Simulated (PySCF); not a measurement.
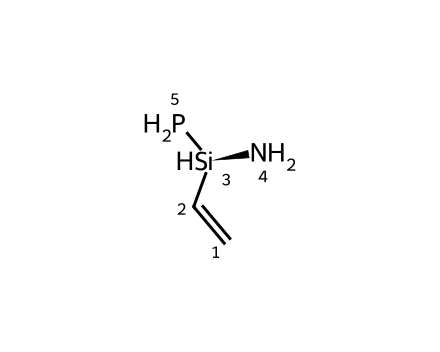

Skeletal drawing with numbered atoms; wedges and dashes mark any stereocentres. The configuration is that of a computed structure (PBE0-D3(BJ)/def2-SVP).

Give the R/S and E/Z labels.

Answer. Si3: R.

Write the isomeric SMILES.

Answer. C=C[Si@H](N)P
